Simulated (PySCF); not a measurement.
# C2H8N2Si: NMR shifts, electronic excitations and K edges in gas and solvents, part 1 of 2

Aim: compute the NMR shifts, electronic excitations and K edges of C2H8N2Si (`C=C[SiH](N)N`), and see what a dielectric continuum does where one was used.

The runs use PySCF 2.14.0, with density-fitted response routines of our own; the level of theory stands in each step. All values are computed, except where a source is named. Atoms count from 0, in the outputs and in this text.

## 1. Starting geometry

13 atoms, charge 0, multiplicity 1; geometry from: GFN2-xTB. The atoms were then displaced at random by about 0.01 Å, so the start is not that level's minimum.

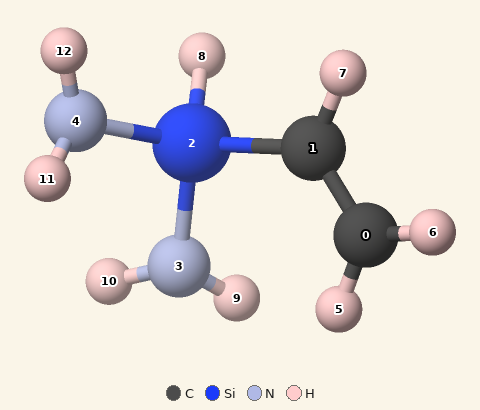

The starting geometry (carbon dark grey, silicon blue, nitrogen light blue, hydrogen pink), atoms numbered; sticks join atoms by distance.

## 2. Optimising the geometry at PBE0-D3(BJ)/def2-SVP

The job: settings as JSON, then the geometry in Å.

```
{"job": {"xc": "PBE0", "basis": "def2-SVP", "d3": "d3bj", "grid": 1, "shake": 0.01, "kind": "geom"}, "charge": 0, "multiplicity": 1}
C      1.964830    -0.858320     0.252140
C      1.295620     0.108950    -0.418390
Si    -0.595330     0.319120    -0.515280
N     -1.231500    -1.107320     0.164030
N     -1.272210     1.575080     0.443740
H      1.408020    -1.590210     0.790400
H      3.032390    -0.897630     0.283710
H      1.908760     0.858590    -0.949820
H     -0.946440     0.680980    -1.867670
H     -0.991660    -1.995150    -0.218560
H     -2.267380    -1.108620     0.339160
H     -1.256070     1.456770     1.460940
H     -1.043220     2.540870     0.225270
```

The run is started by

```console
OMP_NUM_THREADS=1 python probes_run.py task.json out
```

The driver reads the jobs from task.json and runs them one after another.

Standard output:

```text
step   0  E = -479.47817845  max force = 0.043783
step   1  E = -479.48220651  max force = 0.006902
step   2  E = -479.48376585  max force = 0.005364
step   3  E = -479.48455729  max force = 0.002794
step   4  E = -479.48477543  max force = 0.001577
step   5  E = -479.48499667  max force = 0.001684
step   6  E = -479.48517051  max force = 0.001754
step   7  E = -479.48523724  max force = 0.001311
step   8  E = -479.48525475  max force = 0.000885
step   9  E = -479.48527003  max force = 0.000599
step  10  E = -479.48527863  max force = 0.000296
optimisation converged
```

Wall time 39 s (1 thread of Intel Xeon Platinum 8488C, shared host); peak memory 0.48 GiB.

Along the way:

```
step  energy from step 0 (eV)  largest force component (eV/Å)
   0                   0.0000                          2.2514
   1                  -0.1096                          0.3549
   2                  -0.1520                          0.2758
   3                  -0.1736                          0.1437
   4                  -0.1795                          0.0811
   5                  -0.1855                          0.0866
   6                  -0.1903                          0.0902
   7                  -0.1921                          0.0674
   8                  -0.1926                          0.0455
   9                  -0.1930                          0.0308
  10                  -0.1932                          0.0152
```

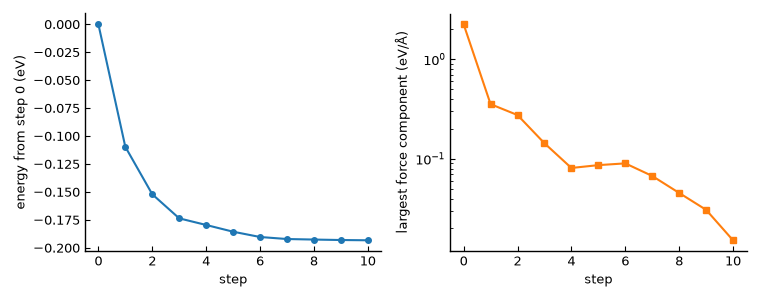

Energy and force, step by step.

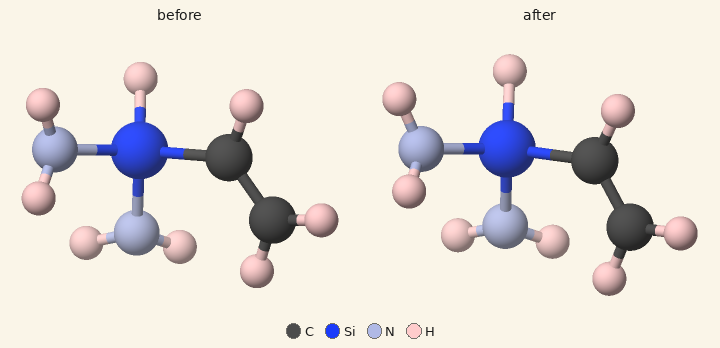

Before and after, at one scale.

Distances of close pairs at the start and the end, largest changes first:

```
  bond  before (Å)  after (Å)  change (Å)
Si2–H8       1.443      1.501      +0.058
N3–H10       1.051      1.014      -0.037
 C0–H5       1.066      1.096      +0.031
C1–Si2       1.905      1.876      -0.030
 C0–H6       1.069      1.096      +0.028
Si2–N3       1.703      1.729      +0.026
 N3–H9       0.996      1.013      +0.017
 C0–C1       1.354      1.339      -0.015
```

The next job starts from the end point, and lists it.

```
                         at the end point                value
  point group (found at 0.08 Å tolerance)                   C1
rotational constants (GHz, main isotopes)  5.676, 2.893, 2.288
                        dipole moment (D)                 0.52
```

## 3. Nuclear shieldings: PBE0/pcSseg-1 in chloroform

The job: settings as JSON, then the geometry in Å.

```
{"job": {"kind": "nmr", "xc": "PBE0", "basis": "pcSseg-1", "solvent": "chloroform", "pop": true}, "charge": 0, "multiplicity": 1}
C      1.864118    -0.859805     0.417776
C      1.316401     0.082501    -0.359731
Si    -0.533914     0.344896    -0.518083
N     -1.255150    -1.141016    -0.005998
N     -1.234917     1.590494     0.457231
H      1.239463    -1.549116     0.998019
H      2.948706    -0.986371     0.516583
H      1.992729     0.750366    -0.911910
H     -0.808556     0.806955    -1.919909
H     -0.902356    -2.027687    -0.346320
H     -2.259612    -1.169053     0.127916
H     -1.048172     1.613592     1.453821
H     -1.314543     2.526672     0.078548
```

Method: GIAO PBE0/pcSseg-1 NMR shielding, non-relativistic, IEF-PCM chloroform.

Standard output:

```text
coarse grid: 10880 points
cycle   1  E = -479.5863231245  dE =  3.097e-01  |g| = 5.833e-01  |ddm| = 3.147e+00
cycle   2  E = -479.5441764350  dE =  4.215e-02  |g| = 7.357e-01  |ddm| = 1.072e+00
cycle   3  E = -479.6613610455  dE = -1.172e-01  |g| = 5.384e-02  |ddm| = 6.495e-01
cycle   4  E = -479.6619354663  dE = -5.744e-04  |g| = 2.281e-02  |ddm| = 6.165e-02
cycle   5  E = -479.6620684740  dE = -1.330e-04  |g| = 3.319e-03  |ddm| = 1.951e-02
cycle   6  E = -479.6620703711  dE = -1.897e-06  |g| = 1.995e-03  |ddm| = 4.174e-03
final grid: 99304 points
cycle   7  E = -479.6847674592  dE = -1.545e-05  |g| = 9.368e-03  |ddm| = 1.791e-02
cycle   8  E = -479.6847516292  dE =  1.583e-05  |g| = 1.275e-02  |ddm| = 1.651e-02
cycle   9  E = -479.6847867614  dE = -3.513e-05  |g| = 1.108e-03  |ddm| = 9.437e-03
cycle  10  E = -479.6847870724  dE = -3.110e-07  |g| = 2.350e-04  |ddm| = 9.905e-04
cycle  11  E = -479.6847870841  dE = -1.172e-08  |g| = 9.325e-05  |ddm| = 2.162e-04
cycle  12  E = -479.6847870860  dE = -1.958e-09  |g| = 2.196e-05  |ddm| = 7.832e-05
cycle  13  E = -479.6847870862  dE = -1.211e-10  |g| = 2.045e-06  |ddm| = 2.465e-05
converged SCF energy = -479.6847870862

GIAO shielding tensors (ppm)
atom      isotropic    diamagn.    paramagn.     s11        s22        s33       span
  0 C       42.000     255.289    -213.288    -87.210     44.572    168.639    255.849
  1 C       36.071     263.625    -227.553    -86.980     27.681    167.513    254.494
  2 Si     385.862     880.257    -494.395    353.756    379.315    424.514     70.758
  3 N      248.704     319.138     -70.434    205.580    258.756    281.776     76.195
  4 N      244.301     319.333     -75.031    211.278    253.115    268.511     57.234
  5 H       24.767      32.390      -7.623     21.321     23.572     29.409      8.088
  6 H       24.878      28.894      -4.016     22.052     24.369     28.214      6.162
  7 H       24.929      31.405      -6.476     22.727     25.199     26.860      4.134
  8 H       26.433      29.625      -3.192     23.492     24.111     31.697      8.206
  9 H       30.871      31.718      -0.847     23.576     26.930     42.107     18.532
 10 H       30.751      30.187       0.564     23.568     26.805     41.881     18.312
 11 H       30.726      31.584      -0.858     23.764     26.889     41.525     17.761
 12 H       30.407      29.995       0.413     23.689     25.538     41.995     18.306
```

Run time: 11 s. Hardware: 1 thread of Intel Xeon Platinum 8488C, shared host; peak memory 0.76 GiB.

The references, computed at this level on geometries of the same kind, shield at (ppm): 1H TMS 31.25, 13C TMS 185.2, 29Si TMS 351.9, 15N NH3 267.8. Their shielding less the atom's gives the shift. The references are single molecules in the same continuum, so shifts against H2O, NH3, PH3, H3PO4 or CFCl3 are not on the usual liquid scales and can be off by tens of ppm. Atoms listed in one row are averaged.

```
            atoms                             environment  σ (ppm)  δ (ppm)
               C1                               alkene CH     36.1    149.1
               C0                    terminal =CH2 carbon     42.0    143.2
               H5      hydrogen on a terminal =CH2 carbon    24.77     6.48
               H6      hydrogen on a terminal =CH2 carbon    24.88     6.37
               H7                hydrogen on an alkene CH    24.93     6.32
               H8  hydrogen on a silicon bonded to C, 2 N    26.43     4.81
H9, H10, H11, H12     hydrogen on a nitrogen bonded to Si    30.69     0.56
              Si2             silicon bonded to C, 2 N, H    385.9    -34.0
           N3, N4              nitrogen bonded to Si, 2 H    246.5     21.3
```

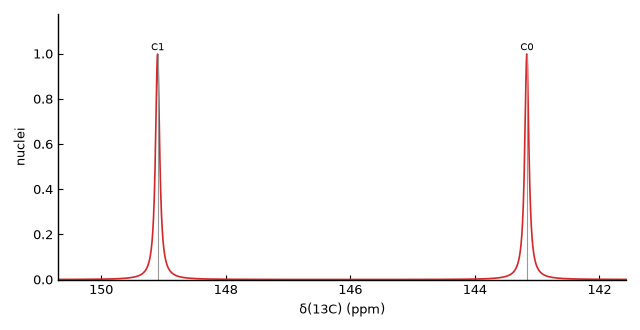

13C lines at the computed shifts, without couplings. Lines are broadened to a width of 0.08 ppm (Lorentzian).

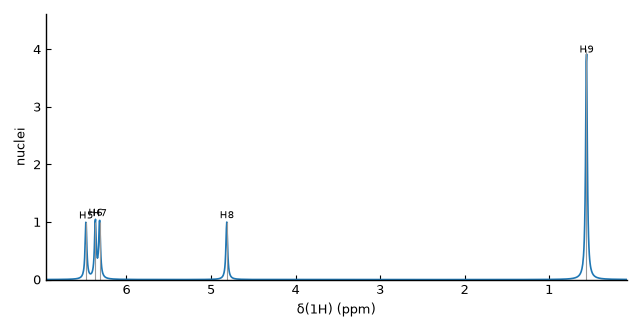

1H lines at the computed shifts, without couplings. Lines are broadened to a width of 0.02 ppm (Lorentzian).

Charges from the same density, by scheme (e):

```
 atoms  Mulliken    IAO  Hirshfeld  ESP fit
    C0     -0.20  -0.28      -0.09    -0.22
    C1     -0.52  -0.47      -0.16    -0.46
   Si2      0.99   1.13       0.40     0.89
N3, N4     -0.66  -0.85      -0.32    -1.01
```

IAO charges:

C0 -0.28; C1 -0.47; Si2 1.13; N3 -0.86; N4 -0.85; H5 0.14; H6 0.15; H7 0.15; H8 -0.19; H9 0.27; H10 0.27; H11 0.27; H12 0.27

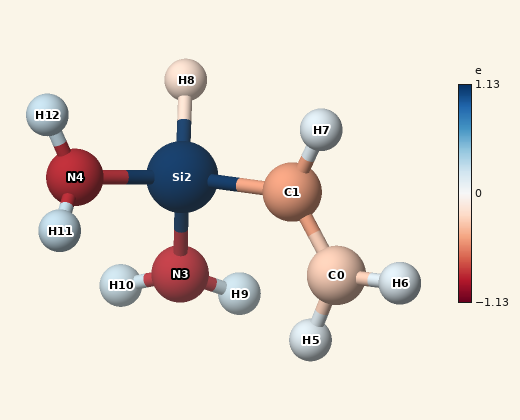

IAO charges, as colours on the atoms.

Mayer bond orders: C0–C1 1.98, C1–Si2 0.84, Si2–N3 1.04, Si2–N4 1.07.

## 4. Nuclear shieldings: PBE0/pcSseg-1 in cyclohexane

The job, as its differences from that of step 3:

```diff
@@ -1,2 +1,2 @@
-{"job": {"kind": "nmr", "xc": "PBE0", "basis": "pcSseg-1", "solvent": "chloroform", "pop": true}, "charge": 0, "multiplicity": 1}
+{"job": {"kind": "nmr", "xc": "PBE0", "basis": "pcSseg-1", "solvent": "cyclohexane", "pop": false}, "charge": 0, "multiplicity": 1}
 C      1.864118    -0.859805     0.417776
```

With the program's defaults for keys left out, this is: GIAO PBE0/pcSseg-1 NMR shielding, non-relativistic, IEF-PCM cyclohexane.

Standard output:

```text
coarse grid: 10880 points
cycle   1  E = -479.5823200031  dE =  3.136e-01  |g| = 5.873e-01  |ddm| = 3.147e+00
cycle   2  E = -479.5379094902  dE =  4.441e-02  |g| = 7.452e-01  |ddm| = 1.087e+00
cycle   3  E = -479.6584971727  dE = -1.206e-01  |g| = 5.535e-02  |ddm| = 6.683e-01
cycle   4  E = -479.6591113939  dE = -6.142e-04  |g| = 2.341e-02  |ddm| = 6.439e-02
cycle   5  E = -479.6592504744  dE = -1.391e-04  |g| = 3.987e-03  |ddm| = 2.049e-02
cycle   6  E = -479.6592531245  dE = -2.650e-06  |g| = 2.512e-03  |ddm| = 5.050e-03
final grid: 99304 points
cycle   7  E = -479.6819688709  dE = -1.381e-05  |g| = 9.812e-03  |ddm| = 1.810e-02
cycle   8  E = -479.6819477043  dE =  2.117e-05  |g| = 1.385e-02  |ddm| = 1.759e-02
cycle   9  E = -479.6819900617  dE = -4.236e-05  |g| = 1.308e-03  |ddm| = 1.041e-02
cycle  10  E = -479.6819905017  dE = -4.400e-07  |g| = 2.393e-04  |ddm| = 1.144e-03
cycle  11  E = -479.6819905135  dE = -1.185e-08  |g| = 9.707e-05  |ddm| = 2.318e-04
cycle  12  E = -479.6819905157  dE = -2.144e-09  |g| = 2.136e-05  |ddm| = 8.373e-05
cycle  13  E = -479.6819905158  dE = -1.122e-10  |g| = 2.153e-06  |ddm| = 2.478e-05
converged SCF energy = -479.6819905158

GIAO shielding tensors (ppm)
atom      isotropic    diamagn.    paramagn.     s11        s22        s33       span
  0 C       42.451     255.195    -212.745    -86.628     45.697    168.283    254.910
  1 C       36.114     263.513    -227.399    -87.018     28.192    167.168    254.186
  2 Si     385.997     880.210    -494.213    354.204    379.372    424.415     70.210
  3 N      248.291     318.830     -70.539    205.178    258.067    281.627     76.449
  4 N      243.673     319.037     -75.364    210.698    252.435    267.886     57.187
  5 H       24.799      32.418      -7.619     21.364     23.600     29.433      8.069
  6 H       24.944      28.936      -3.992     22.107     24.440     28.287      6.180
  7 H       24.977      31.432      -6.455     22.743     25.266     26.922      4.178
  8 H       26.392      29.528      -3.135     23.447     24.073     31.657      8.210
  9 H       31.026      31.837      -0.811     23.746     27.186     42.146     18.400
 10 H       30.862      30.278       0.585     23.681     27.000     41.907     18.226
 11 H       30.851      31.661      -0.810     23.900     27.106     41.548     17.648
 12 H       30.557      30.108       0.450     23.875     25.779     42.018     18.143
```

Wall time 10 s (1 thread of Intel Xeon Platinum 8488C, shared host); peak memory 0.76 GiB.

This run: δ C1 148.7, C0 142.4, Si2 -34.1, N3 20.9, H5 6.46, H6 6.31 ppm (means over like atoms).

(Continued in part 2 of 2.)
